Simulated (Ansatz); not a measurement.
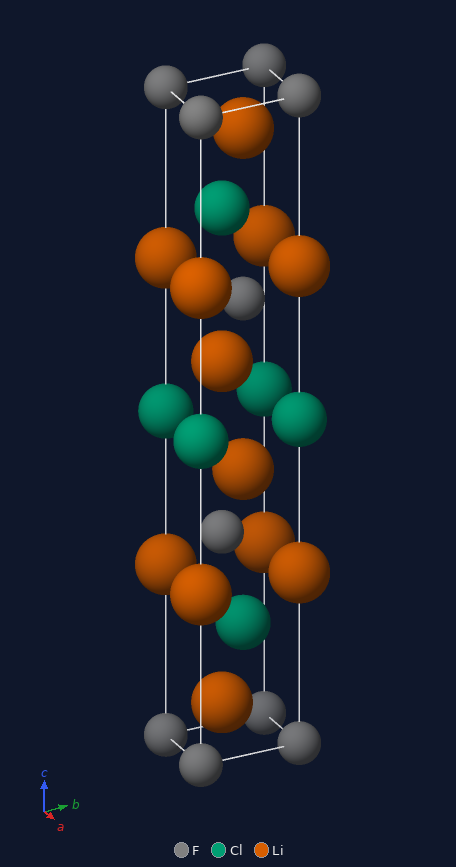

This spheres-only model is shown slightly off an axis. Lines trace the edges of the conventional unit cell.

Li2ClF, space group R-3m (No. 166), a = 3.288 Å, b = 3.288 Å, c = 15.791 Å, α = 90.00°, β = 90.00°, γ = 120.00°. The model was built from a structure type filled with these elements by a generator (whether the compound takes this form wasn't checked). Earlier steps of the study may have refined or changed the cell and positions. A calculation with Ansatz used it as input.

This one geometry was computed with Ansatz (DFT, plane waves, PAW) at four levels of theory: PBE, HSE06, r2SCAN and PBE0. It was relaxed beforehand with r2SCAN.

> How does the band gap change with the level of theory?

PBE: a gap of 4.86 eV, direct; r2SCAN: a gap of 5.57 eV, direct; HSE06: a gap of 6.31 eV, direct; PBE0: a gap of 7.04 eV, direct.

> Collect the results in a table.

| level | cutoff (eV) | k-mesh of the run's cell | gap (eV) | pressure (GPa) |
| --- | --- | --- | --- | --- |
| PBE | 420 | 10×10×10 | 4.86 | 1.5 |
| HSE06 | 420 | 6×6×6 | 6.31 | 0.2 |
| r2SCAN | 500 | 10×10×10 | 5.57 | 0.0 |
| PBE0 | 420 | 6×6×6 | 7.04 | 0.2 |

Gaps are taken on the k-mesh or band path of each run.
